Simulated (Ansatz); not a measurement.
Cell of (GaSb)9/(InAs)3 zinc blende (111) superlattice on InP, with its geometry taken from a PBE run:

```
CELL_PARAMETERS angstrom
      4.21436     0.00000     0.00000
     -2.10718     3.64974     0.00000
      0.00000     0.00000    43.92561
ATOMIC_POSITIONS crystal
  Ga 0.00000 0.00000 0.00038
  Sb 0.00000 0.00000 0.06172
  Ga 0.33333 0.66667 0.08391
  Sb 0.33333 0.66667 0.14488
  Ga 0.66667 0.33333 0.16709
  Sb 0.66667 0.33333 0.22806
  Ga 0.00000 0.00000 0.25029
  Sb 0.00000 0.00000 0.31127
  Ga 0.33333 0.66667 0.33350
  Sb 0.33333 0.66667 0.39448
  Ga 0.66667 0.33333 0.41671
  Sb 0.66667 0.33333 0.47770
  Ga 0.00000 0.00000 0.49993
  Sb 0.00000 0.00000 0.56094
  Ga 0.33333 0.66667 0.58320
  Sb 0.33333 0.66667 0.64423
  Ga 0.66667 0.33333 0.66648
  Sb 0.66667 0.33333 0.72712
  In 0.00000 0.00000 0.75611
  As 0.00000 0.00000 0.81629
  In 0.33333 0.66667 0.83882
  As 0.33333 0.66667 0.89942
  In 0.66667 0.33333 0.92195
  As 0.66667 0.33333 0.98297
```

These are r2SCAN (plane waves to 500 eV, PAW; Ansatz, a first-principles code) values and carry that method's errors. Scalar-relativistic, without spin–orbit coupling. Its k-point mesh 9×9×1, Fermi–Dirac width 0.01 eV.

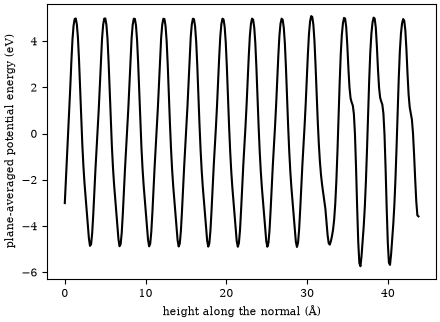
Fig. 1. Smooth (PAW) electrostatic potential energy of an electron, averaged over planes, about its mean

The curve spans 10.8 eV over the stretch drawn.
